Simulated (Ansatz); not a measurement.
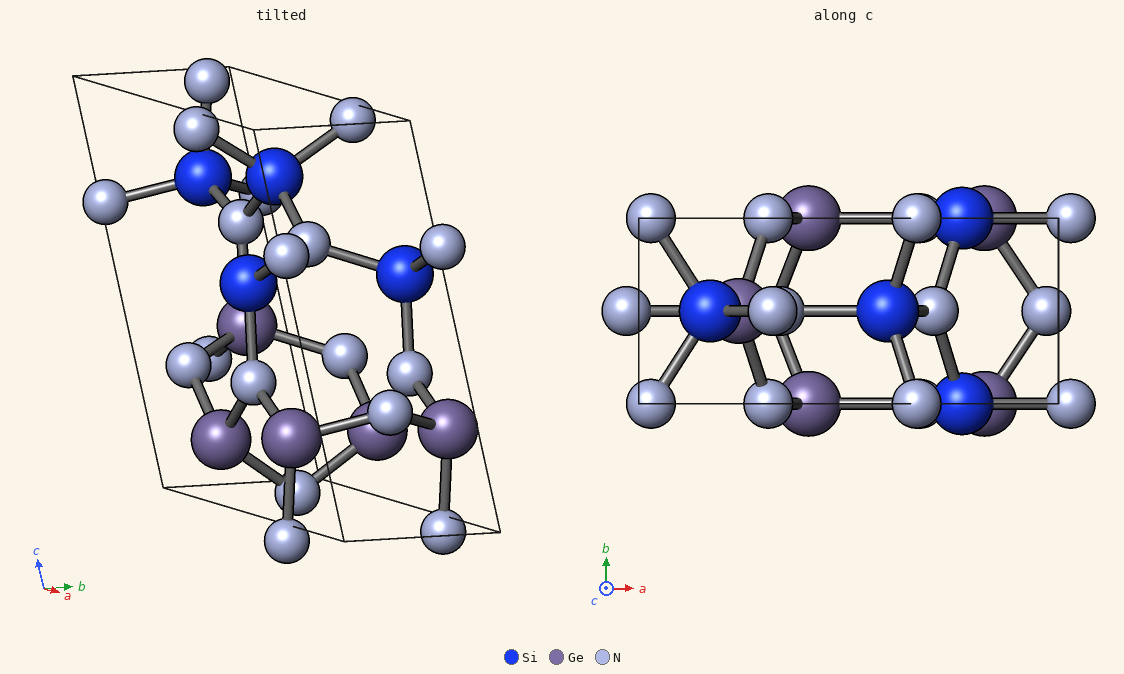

Drawn in the ball-and-stick manner and seen slightly off an axis and along the c axis. The wireframe shows the conventional unit cell.

Si$_{3}$Ge$_{3}$N$_{8}$, space group Pm (No. 6), a = 7.809 Å, b = 2.992 Å, c = 7.835 Å, α = 90.00°, β = 119.88°, γ = 90.00°. The cell started as a structure type filled with these elements by a generator (whether the compound takes this form wasn't checked). Earlier steps of the study may have refined or changed the cell and positions. It was run through Ansatz as a DFT input.

This one geometry was computed with Ansatz (DFT, plane waves, PAW) at five levels of theory: PBE with spin-orbit coupling, PBE0, r2SCAN, HSE06 and PBE. It was relaxed beforehand with r2SCAN.

### Which level gives the highest pressure at this volume, and what does that say about its equilibrium volume?

Highest: PBE with spin-orbit coupling (6.1 GPa) and PBE (6.1 GPa), which points to the largest equilibrium volume. Lowest, with the smallest volume: PBE0 (-0.8 GPa) and HSE06 (-0.6 GPa). Levels within 0.5 GPa of each other can't be told apart.

### How does the band gap change with the level of theory?

PBE: a gap of 3.38 eV, indirect; PBE with spin-orbit coupling: a gap of 3.38 eV, indirect; r2SCAN: a gap of 3.90 eV, indirect; HSE06: a gap of 4.91 eV, indirect; PBE0: a gap of 5.66 eV, indirect.

### Collect the results in a table.

| level | cutoff (eV) | k-mesh of the run's cell | gap (eV) | pressure (GPa) |
| --- | --- | --- | --- | --- |
| PBE with spin-orbit coupling | 420 | 4×8×4 | 3.38 | 6.1 |
| PBE0 | 420 | 2×6×2 | 5.66 | -0.8 |
| r2SCAN | 500 | 4×8×4 | 3.90 | 0.0 |
| HSE06 | 420 | 2×6×2 | 4.91 | -0.6 |
| PBE | 420 | 4×8×4 | 3.38 | 6.1 |

Gaps are taken on the k-mesh or band path of each run.
